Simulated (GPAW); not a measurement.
# Core-hole calculation of the F K edge in KMnF3 (Pm-3m), part 2 of 2

What does one-electron theory with a core hole give for the F K edge of KMnF3 (Pm-3m)?

GPAW 26.7.0; X-ray absorption from dipole matrix elements to empty bands, plane-wave PAW LDA+U.

So far. Step 2 (The field without a hole): The mesh shows a gap of 3.63 eV, so the hole is first treated in a charged cell, without the excited electron.

### Step 4. Spectrum with FCH, F atom 5

The holes are 5.9 Å apart. In GPAW the data set carries the hole's charge, so charge=0 means a charged cell and charge=-1 a neutral one. The excited electron is left out and a uniform background balances the charge. After the field has converged, empty bands are computed with the density fixed and the dipole matrix elements are summed.

The absorber has 2 Mn at 2.09 Å (linear, site symmetry 4/mmm).

xas.py

```python
import numpy as np
from ase import Atoms
from ase.parallel import parprint, paropen
from gpaw import GPAW, PW, FermiDirac, Mixer, MixerDif, setup_paths
from gpaw.test import gen
setup_paths.insert(0, '.')
gen('F', name='fch1s', xcname='LDA', corehole=(1, 0, 1), write_xml=True)
from gpaw.mpi import world
world.barrier()

atoms = Atoms('Mn2K2F6',
    cell=[[4.1893, 4.1893, 0],
     [0, 4.1893, 4.1893],
     [4.1893, 0, 4.1893]],
    scaled_positions=[[0, 0, 0],
     [0.5, 0.5, 0.5],
     [0.25, 0.25, 0.25],
     [0.75, 0.75, 0.75],
     [0.75, 0.25, 0.25],
     [0.25, 0.75, 0.75],
     [0.25, 0.25, 0.75],
     [0.75, 0.75, 0.25],
     [0.25, 0.75, 0.25],
     [0.75, 0.25, 0.75]],
    magmoms=[4.0, -4.0, 0.0, 0.0, 0.0, 0.0, 0.0, 0.0, 0.0, 0.0],
    pbc=True)
atoms.calc = calc = GPAW(legacy_gpaw=True, mode=PW(500, force_complex_dtype=True), xc='LDA', setups={'Mn': ':d,4', 4: 'fch1s'},
    kpts={'size': (4, 4, 4), 'gamma': True}, occupations=FermiDirac(0.02),
    charge=0, mixer=MixerDif(0.05, 8, 50), maxiter=150,
    convergence={'density': 0.0001, 'eigenstates': 1e-6}, txt='scf.txt')
energy = atoms.get_potential_energy() + calc.get_reference_energy()
ef = calc.get_fermi_level()
out = dict(energy=energy, fermi=ef, forces=atoms.get_forces().tolist(), magmoms=atoms.get_magnetic_moments().tolist())
parprint(f'all-electron energy {energy:.4f} eV, Fermi level {ef:.4f} eV')
ev = np.array([[calc.get_eigenvalues(k, s) for k in range(len(calc.get_ibz_k_points()))] for s in range(calc.get_number_of_spins())])
out['homo'], out['lumo'], out['counts'] = ev[ev < ef].max(), ev[ev > ef].min(), sorted(set((ev < ef).sum((0, 2)).tolist()))
out['filled'] = (ev[:, 0] < ef).sum(1).tolist()

from ase.units import Ha
from gpaw.xas import dipole_matrix_elements
nb = int(calc.get_number_of_electrons() / 2) + 100
top, nb = nb, nb + 8 + nb // 12
nscf = calc.fixed_density(kpts={'size': (5, 5, 5), 'gamma': True}, nbands=nb,
    convergence={'bands': top, 'eigenstates': 5e-3}, maxiter=60, txt='nscf.txt')
cell = atoms.cell.array
ops = [cell.T @ U.T @ np.linalg.inv(cell.T) for U in nscf.wfs.kd.symmetry.op_scc]
filled = [45, 45]  # bands filled in the ground state, by spin
E = np.arange(-6, 34, 0.1)
fwhm = np.interp(E, [4, 25], [0.9, 3.5])
Y, X, zero, highest = 0, 0, 1e9, 1e9
for spin in range(nscf.get_number_of_spins()):
    wfs = nscf.wfs
    mine = wfs.bd.get_slice()  # this rank's bands
    A = dipole_matrix_elements(wfs.setups[4])
    eps = np.zeros((wfs.kd.nibzkpts, nb))
    d = np.zeros((3, A.shape[1], wfs.kd.nibzkpts, nb), complex)
    for kpt in wfs.kpt_u:
        if kpt.s == spin and 4 in kpt.P_ani:
            eps[kpt.k, mine] = kpt.eps_n * Ha
            d[:, :, kpt.k, mine] = (kpt.weight * wfs.nspins / 2) ** 0.5 * np.inner(A, kpt.P_ani[4])
    world.sum(eps)
    world.sum(d)
    T = np.einsum('amkn,bmkn->abkn', d, d.conj()).real
    T = sum(np.einsum('ai,ijkn,bj->abkn', R, T, R) for R in ops) / len(ops)
    empty = np.ones_like(eps, bool) & (np.arange(nb) >= filled[spin])
    zero, highest = min(zero, eps[empty].min()), min(highest, eps[:, top - 1].min())
    lines = [(eps, T, empty)] if spin == 0 else lines + [(eps, T, empty)]
for eps, T, empty in lines:
    f = np.einsum('aakn->akn', T).reshape(3, -1)
    x = eps.ravel() - zero
    w = np.interp(x, E, fwhm) / 2.35482
    g = np.exp(-0.5 * ((E[:, None] - x) / w) ** 2) / (w * (2 * np.pi) ** 0.5)
    Y = Y + (f * empty.ravel()) @ g.T
    X = X + (f * ~empty.ravel()) @ g.T
out.update(E=E.round(2).tolist(), xas=Y.tolist(), xes=X.tolist(), zero=zero, valid=highest - zero, nk=len(eps), nb=nb)
for i in range(0, len(E), 10):
    parprint(f'{E[i]:7.2f}', *(f'{v:10.3e}' for v in Y[:, i]))
import json
with paropen('out.json', 'w') as f:
    json.dump(out, f)
```

Command:

```console
OMP_NUM_THREADS=1 mpirun -n 4 gpaw python xas.py
```

Numbers of over 12 decimals in the logs are rounded to 6 here.

The log of the run:

```text
Input parameters:
  convergence: {density: 0.0001,
                eigenstates: 1e-06}
  kpts: {gamma: True,
         size: (4, 4, 4)}
  maxiter: 150
  mixer: {backend: pulay,
          beta: 0.05,
          method: difference,
          nmaxold: 8,
          weight: 50}
  mode: {ecut: 500.0,
         force_complex_dtype: True,
         name: pw}
  occupations: {fixmagmom: False,
                name: fermi-dirac,
                width: 0.02}
  setups: {4: fch1s,
           Mn: :d,4}

Initialize ...

[... PAW data sets ...]

Reference energy: -111082.715779  # eV

Spin-polarized calculation.
Initial magnetic moment: 0.000000

[... convergence settings ...]
Symmetries present (total): 8
  [... symmetry matrices ...]

64 k-points: 4 x 4 x 4 Monkhorst-Pack grid + [1/8,1/8,1/8]
13 k-points in the irreducible part of the Brillouin zone
       k-points in crystal coordinates                weights
   0:     0.00000000    0.00000000    0.00000000          1/64
   1:     0.00000000    0.25000000    0.25000000          2/64
   2:     0.00000000    0.50000000    0.50000000          1/64
   3:     0.25000000    0.25000000    0.00000000          4/64
   4:     0.25000000    0.25000000    0.25000000          8/64
   5:     0.25000000    0.50000000   -0.25000000          4/64
   6:     0.25000000    0.50000000    0.25000000          8/64
   7:     0.25000000    0.50000000    0.50000000          8/64
   8:     0.50000000    0.25000000   -0.25000000          2/64
   9:     0.50000000    0.25000000    0.25000000          4/64
          ...
  12:     0.50000000    0.50000000    0.50000000          4/64

Wave functions: Plane wave expansion
  Cutoff energy: 500.000 eV
  Number of coefficients (min, max): 3719, 3750
  Pulay-stress correction: 0.000000 eV/Ang^3 (de/decut=0.000000)
  Using FFTW library
  Wavefunction extrapolation:
    Improved wavefunction reuse through dual PAW basis

Occupation numbers: Fermi-Dirac:
  width: 0.0200  # eV

Eigensolver
   Davidson(niter=2)

Densities:
  Coarse grid: 32*32*32 grid
  Fine grid: 64*64*64 grid
  Total Charge: 1.000000

Density mixing:
  Method: difference
  Backend: pulay
  Linear mixing parameter: 0.05
  old densities: 8
  Width of damping distribution: 1.1
  Damping of long wavelength oscillations: 50

[... Hamiltonian set-up ...]
Number of atoms: 10
Number of atomic orbitals: 60
Number of bands in calculation: 58
Number of valence electrons: 90
Bands to converge: occupied

... initialized

Initializing position-dependent things.

Density initialized from atomic densities
Creating initial wave functions:
  58 bands from LCAO basis set

                          K
                    F
                     F

               F    Mn   F
                  F
                    F
             K

       Mn

Atomic positions and initial magnetic moments

Positions:
   0 Mn     0.000000    0.000000    0.000000    ( 0.0000,  0.0000,  4.0000)
   1 Mn     4.189300    4.189300    4.189300    ( 0.0000,  0.0000, -4.0000)
   2 K      2.094650    2.094650    2.094650    ( 0.0000,  0.0000,  0.0000)
   3 K      6.283950    6.283950    6.283950    ( 0.0000,  0.0000,  0.0000)
   4 F      4.189300    4.189300    2.094650    ( 0.0000,  0.0000,  0.0000)
   5 F      4.189300    4.189300    6.283950    ( 0.0000,  0.0000,  0.0000)
   6 F      4.189300    2.094650    4.189300    ( 0.0000,  0.0000,  0.0000)
   7 F      4.189300    6.283950    4.189300    ( 0.0000,  0.0000,  0.0000)
   8 F      2.094650    4.189300    4.189300    ( 0.0000,  0.0000,  0.0000)
   9 F      6.283950    4.189300    4.189300    ( 0.0000,  0.0000,  0.0000)

Unit cell:
           periodic     x           y           z      points  spacing
  1. axis:    yes    4.189300    4.189300    0.000000    32     0.1512
  2. axis:    yes    0.000000    4.189300    4.189300    32     0.1512
[...]
iter:  12   -90.385681c  -3.90  -2.83    -0.0000
iter:  13   -90.380846c  -3.69  -2.83    -0.0000
iter:  14   -90.380859c  -5.07  -3.19    -0.0000
iter:  15   -90.380379c  -4.36  -3.25    -0.0000
iter:  16   -90.380293c  -4.49  -3.54    -0.0000
iter:  17   -90.380265c  -5.82  -4.16c   -0.0000
iter:  18   -90.380279c  -6.44c -4.52c   -0.0000

Converged after 18 iterations.

Dipole moment: (-0.000000, -0.000000, -1.222049) |e|*Ang

Total magnetic moment: (0.000000, 0.000000, -0.000000)
Local magnetic moments:
   0 Mn ( 0.000000,  0.000000,  4.521806)
   1 Mn ( 0.000000,  0.000000, -4.513817)
   2 K  ( 0.000000,  0.000000,  0.000255)
   3 K  ( 0.000000,  0.000000,  0.000255)
   4 F  ( 0.000000,  0.000000, -0.100430)
   5 F  ( 0.000000,  0.000000,  0.000047)
   6 F  ( 0.000000,  0.000000,  0.001062)
   7 F  ( 0.000000,  0.000000,  0.001062)
   8 F  ( 0.000000,  0.000000,  0.001062)
   9 F  ( 0.000000,  0.000000,  0.001062)

Energy contributions relative to reference atoms: (reference = -111082.715779)

Kinetic:        +63.872304
Potential:      -73.012693
External:        +0.000000
XC:             -81.292506
Entropy (-ST):   -0.000000
Local:           +0.052616
SIC:             +0.000000
--------------------------
Free energy:    -90.380279
Extrapolated:   -90.380279

Spin contamination: 5.356637 electrons
Showing only first 2 kpts
                      Up                     Down
 Kpt  Band  Eigenvalues  Occupancy  Eigenvalues  Occupancy
  0    43      1.39902    1.00000      1.36880    1.00000
  0    44      1.86772    1.00000      1.86654    1.00000
  0    45      5.34687    0.00000      5.26336    0.00000
  0    46      7.75967    0.00000      7.75696    0.00000

  1    43      1.31127    1.00000      1.27377    1.00000
  1    44      1.86870    1.00000      1.86750    1.00000
  1    45      6.19400    0.00000      6.10007    0.00000
  1    46      7.76851    0.00000      7.76339    0.00000

Fermi level: 2.99927

Gap: 3.300 eV
Transition (v -> c):
  (s=0, k=12, n=44, [0.50, 0.50, 0.50]) -> (s=1, k=0, n=45, [0.00, 0.00, 0.00])
Direct/indirect transitions are different
Direct gap: 3.396 eV
Transition at: (s=0->1, k=0, n=44, [0.00, 0.00, 0.00])

Forces in eV/Ang:
  0 Mn   -0.00000    0.00000   -3.17188
  1 Mn    0.00000    0.00000    3.08792
  2 K     0.00000   -0.00000    0.00144
  3 K     0.00000   -0.00000    0.00144
  4 F     0.00000    0.00000    0.07037
  5 F    -0.00000   -0.00000    0.00261
  6 F     0.00000    0.00854    0.00200
  7 F     0.00000   -0.00854    0.00200
  8 F     0.00854    0.00000    0.00200
  9 F    -0.00854    0.00000    0.00200
Scalar-relativistic atomic LDA calculation for F (Fluorine, Z=9)
Core hole in 1s state (1s occupation: 1.0)
300 radial gridpoints.
|------------------------------------------------|
|------------------------------------------------|
[... the atom generator's iteration count ...]

Energy contributions:
-------------------------
Kinetic:      +73.074518
XC:            -7.529720
Potential:   -138.883139
-------------------------
Total:        -73.338341

state      eigenvalue         ekin         rmax
-----------------------------------------------
1s^1.0 :   -27.508849    38.870947        0.112
2s^2.0 :    -1.877741     5.094802        0.712
2p^5.0 :    -1.212468     4.802793        0.605
-----------------------------------------------
(units: Bohr and Hartree)

Generating PAW setup
Kinetic energy of the core from tauc = 38.910803
Cutoffs:
rc(s)=1.200
rc(p)=1.200
rc(d)=1.200
rc(vbar)=1.080
rc(comp)=1.200
rc(nct)=1.200

Kinetic energy of the core states: 38.870947
Charge: 1.0
Core electrons: 1.0
Valence electrons: 7.0
Pseudo-core charge: 0.000102
Shape function alpha=6.944
Pseudo-electron charge 5.398325
state    eigenvalue         norm
--------------------------------
2s(2) :    -1.877741     1.039630
*s    :    -0.877741
2p(5) :    -1.212468     0.663793
*p    :    -0.212468
*d    :     0.000000
--------------------------------

Diagonalizing with gridspacing h=0.050

state   all-electron     PAW
-------------------------------
2s:      -1.877741    -1.879888
2p:      -1.212468    -1.215269
*d:                   -0.058611
*f:                   -0.013370
-------------------------------
all-electron energy -111173.0961 eV, Fermi level 2.9993 eV
  -6.00  1.004e-68  1.004e-68  8.826e-64
  -5.00  4.414e-51  4.414e-51  2.142e-47
  -4.00  2.117e-36  2.117e-36  5.814e-34
  -3.00  1.122e-24  1.122e-24  1.919e-23
  -2.00  6.791e-16  6.791e-16  1.530e-15
  -1.00  4.993e-10  4.993e-10  6.975e-10
  -0.00  5.312e-07  5.312e-07  7.071e-07
[...]
31.00  6.442e-05  6.442e-05  1.005e-04
  32.00  5.624e-05  5.624e-05  7.796e-05
  33.00  5.311e-05  5.311e-05  6.124e-05
```

Wall time 85 s (4 MPI ranks of Intel Xeon Platinum 8375C at 2.90GHz (Ice Lake), shared host); peak memory 0.57 GiB.

The F K spectrum, F atom 5, full core hole (charged cell) (energy from the lowest empty level; intensity scaled to a mean of 1 over the first 20 eV):

```csv
E (eV),intensity
-2.0,0.00
-0.5,0.00
1.0,0.13
2.5,1.73
4.0,1.93
5.5,1.72
7.0,1.26
8.5,1.15
10.0,0.88
11.5,0.43
13.0,0.33
14.5,0.74
16.0,1.26
17.5,1.14
19.0,0.62
20.5,0.56
22.0,0.85
23.5,1.14
25.0,1.30
26.5,1.30
28.0,1.28
29.5,1.35
31.0,1.22
```

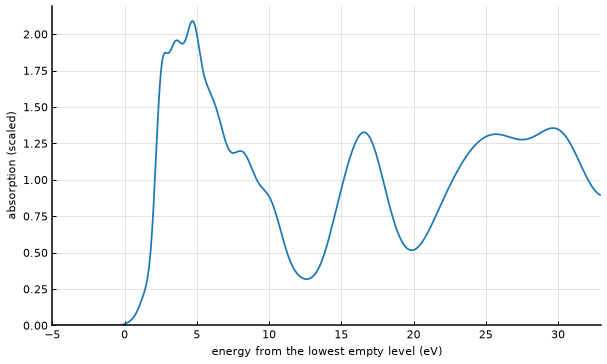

The F K edge, F atom 5, full core hole (charged cell): main maxima at 4.7 and 16.6 eV.

Main maxima below 24 eV (height): 4.7 eV (2.09) and 16.6 eV (1.33). A K edge sees empty p states; the first features are F p mixed into the empty d states of the Mn neighbours, and the broad ones above probably into the cations' higher empty bands.

The hole costs E(hole) − E(ground) = 674.45 eV, and the lowest empty level of the hole cell on the spectrum's mesh lies at 5.26 eV, which puts the zero at 679.71 eV. The functional and the charged cell's background leave an error in such absolute values: in the free atom LDA prices this hole 4.7 eV below PBE (computed apart), and PBE is itself good to a few eV.

### Step 5. Outcome

| Item | Value |
| --- | --- |
| absorber and edge | F K, atom 5 of the ground-state input (counted from 1) |
| surroundings | 2 Mn at 2.09 Å (linear, site symmetry 4/mmm) |
| highest intensity below 16 eV | 4.7 eV above the zero, height 2.09 |
| photon energy of the zero (spin-polarised hole, raw) | 679.7 eV (LDA puts this hole about 5 eV below PBE, itself good to a few eV) |

What this shows: The F K edge of atom 5, with 2 Mn at 2.09 Å (linear, site symmetry 4/mmm), has its highest intensity of the first 16 eV at 4.7 eV above the zero, near 684 eV in photon energy (LDA puts this hole about 5 eV below PBE, itself good to a few eV), 2.1 times the mean level of the first 20 eV (Gaussian full width 0.9 eV up to 4 eV, rising linearly to 3.5 eV at 25 eV). The hole lies in one spin channel, while the script sums the empty states of both and takes the lower zero; where the two channels are split, this blurs and shifts the curve. The spins start antiferromagnetically in a simple order, which needn't be the measured one; gap and edge can depend on it. The holes are only 5.9 Å apart, so the shape is probably not converged with cell size; no larger cell was run here. The mesh is coarse (0.26 Å⁻¹ between points), so small maxima may be mesh ripples. The structure is a published determination, not relaxed.

[Banner, clock and machine lines of the logs are left out without a mark of their own.]

[Logs are printed without paths, hosts, clocks, repeated set-up lines and the standing remarks that a program may print on its own settings, such as how far it seeks lower states.]

[Hosts, paths, dates, database ids (printed as entryN), source tags and the programs' standing remarks are cut or masked in the printed files.]

[Lists of maxima count a maximum above −3 eV only where it reaches 4 % of the highest in the window and stands out from its surroundings by 2 % of it (1.5 % where it reaches 55 %); shoulders and weaker maxima are passed over, and of the rest the first, up to two pre-edge ones and the few strongest are named.]
